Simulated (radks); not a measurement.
System: the Ti³⁺ ion, configuration [Ar] 3d1 (high spin). The calculation used the in-house radial solver radks at this level: scalar-relativistic Kohn-Sham, PBEsol, spin-polarised, spherical densities, finite nucleus.

Wanted: the number of electrons inside radius r (solid) and the radial density 4πr²ρ (dashed).

The count levels off at 19 electrons. Half of them lie within 0.461 bohr, 90 % within 1.37 bohr and 99 % within 2.18 bohr. The radial density has minima at 0.109 and 0.567 bohr, where the count stands at 2.1 and 10.4; these part the shells that the density resolves.

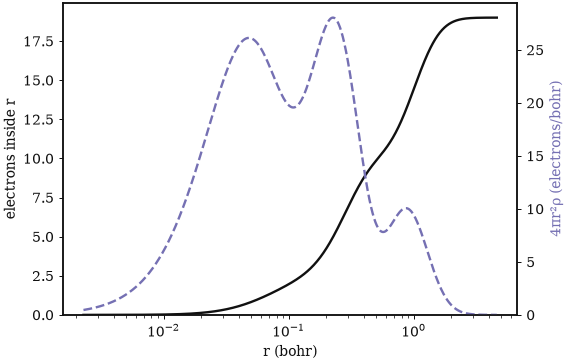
